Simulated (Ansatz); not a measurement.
Computed frozen-phonon scan: NaCl (rock salt)

Relaxed NaCl (rock salt):

```
NaCl
1.0
    0.00000     5.60772     5.60772
    2.80386     0.00000     2.80386
    2.80386     2.80386     0.00000
Cl Na
2 2
Direct
  0.00000   0.00000   0.00000
  0.50000   0.00000   0.00000
  0.25000   0.50000   0.50000
  0.75000   0.50000   0.50000
```

A phonon eigenvector at L = (0.5, 0.0, 0.0) is frozen into this cell: atom i moves by Q times the vector below, so Q is the largest atomic displacement, in Å. The cell is held. It is one choice among 2 degenerate patterns. (q is in reciprocal vectors of the primitive cell; the cell shown is doubled to hold the pattern.)

| atom | x | y | z |
|---|---|---|---|
| Na3 | -0.285 | 0.520 | -0.805 |
| Na4 | 0.285 | -0.520 | 0.805 |

Atoms not listed stay in place.

Calculation: r2SCAN (plane waves to 500 eV, PAW, scalar-relativistic; Ansatz, a quantum-chemistry and plane-wave program). k mesh 5×10×10 (Γ-centred), Fermi-Dirac smearing 0.05 eV. Energies are smeared free energies. NaCl was relaxed with its symmetry unable to fall. The zero of ΔE is the undisplaced structure.

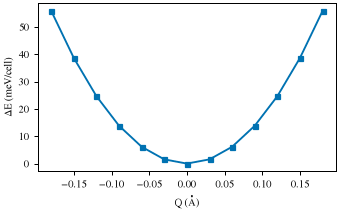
Fig. 1. ΔE (meV/cell) against Q (Å); one marker a computed point.

The energy at Q = 0.180 Å is 55.8 meV/cell. Symmetry of the curve: even: the same for both signs. Space group of the distorted cell: P-1 (No. 2), lowered from Fm-3m. Shape of the curve: a single well with its minimum at or next to zero displacement. Harmonic wavenumber from the curvature (finite differences): 142 cm⁻¹.

E″ = 3.40 eV/Å², M = Σ mᵢ|uᵢ|² = 46.0 u, ν̃ = 521.5·√(|E″|/M).

(A displaced cell: forces are minus the slopes of the energy, force constants its curvatures, and phonons follow from these.)
